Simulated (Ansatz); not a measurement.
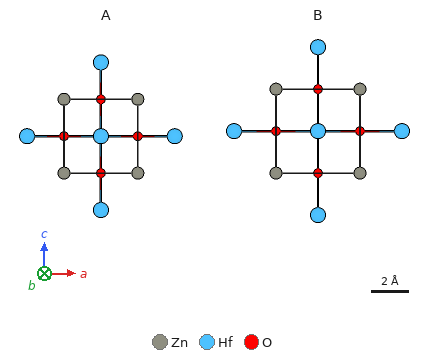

Two geometries of a crystal of HfZnO3 (built on the cubic perovskite type), drawn at one scale. One is the start of a relaxation, the other its converged end. Style: ball-and-stick. Shown: the cell of the calculation, along the b axis.

The calculation used DFT, PBEsol, plane waves, PAW (Ansatz). Settings: plane-wave cutoff 420 eV; k-point mesh 4 × 4 × 4; occupations fermi dirac; smearing width 0.03 eV; no spin polarisation; cell and atoms relaxed; force threshold 0.01 eV/Å; at most 120 steps.

### Which geometry has the lower energy?

Structure A is the relaxed one. After 5 accepted moves (7 points after the start) the energy has fallen by 3.898 eV per cell of the calculation. All forces vanish by symmetry, so only the cell relaxes. Pressure: −27.88 GPa at the start and −0.01 GPa at the end. At 2 points the geometry stayed and the basis and grid were re-selected for the new cell (energy shift of 22.4 meV per cell of the calculation at most each time). The atoms keep their places relative to the cell (all moves are under 0.005 Å). The volume changes by −32.0 %, with a = b = c 4.603 → 4.047 Å (−12.1 %). Some distances before and after: Hf–O 2.301 → 2.023 Å. The space group stays Pm-3m (No. 221). The run took 8.7 s on 2 threads of Arm Neoverse V1, with other jobs on the host, peak memory 0.37 GiB.
